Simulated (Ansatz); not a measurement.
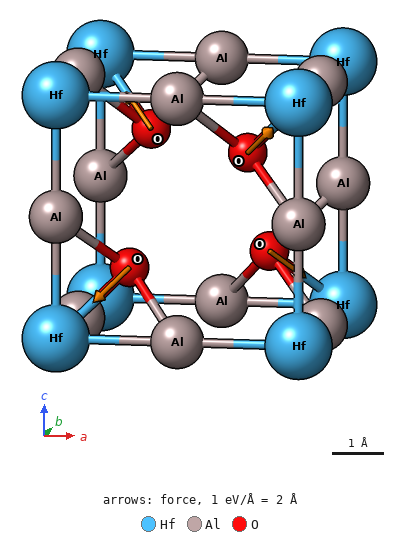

Starting geometry of a crystal of HfAl$_{3}$O$_{4}$ (a generated structure, set up in P-43m) (coarse preliminary run) with the computed forces as orange arrows. The picture is a ball-and-stick view of the cell of the calculation, seen slightly off an axis.

Theory: DFT PBE, scalar-relativistic, plane waves, PAW in Ansatz 0.2.0. (plane-wave cutoff 420 eV; k-point mesh 4 × 4 × 4; occupations gaussian; smearing width 0.1 eV; no spin polarisation; cell and atoms relaxed; force threshold 0.04 eV/Å; at most 70 steps)

**What follows when this structure is relaxed?**

It isn't relaxed: the largest force vector, on O atoms, is 0.55 eV/Å. The atoms end up moving mostly along the starting forces (cosine between the two patterns 1.00). The largest moves relative to the cell, 0.70 Å, are those of O atoms. Al and Hf stay in place. Cell: a = b = c 4.842 → 5.982 Å (+23.5 %). Volume +88.6 %. Some distances before and after: Al–Hf 2.421 → 2.991 Å, Al–O 2.115 → 2.453 Å, Hf–O 2.151 → 1.958 Å. The space group stays P-43m (No. 215). The energy falls by 4.953 eV per cell of the calculation in 10 accepted moves (14 points after the start). Largest force component: 0.32 eV/Å at the start, 0.0016 eV/Å at the end. Pressure: 13.29 GPa at the start and 0.25 GPa at the end. The line search rejected the trial step at point 4 of the run. The SCF was repeated 3 times at an unchanged geometry on a basis and grid sized afresh for the cell, which shifted the energy by 1.086 eV per cell of the calculation at most. Cost: 90 s on 1 thread of Arm Neoverse V2 (shared host), peak memory 0.4 GiB.
